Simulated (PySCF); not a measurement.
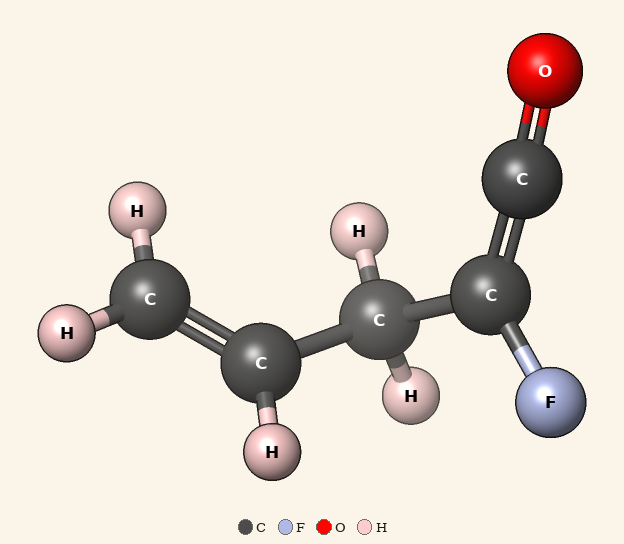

Orthographic view. Depth is shown by fading: the farther an atom, the more it takes the colour of the background. Computed geometry: GFN2-xTB optimisation. No frequency run is at hand to confirm it as a minimum.

Q: Write the InChI string.

A: InChI=1S/C5H5FO/c1-2-3-5(6)4-7/h2H,1,3H2
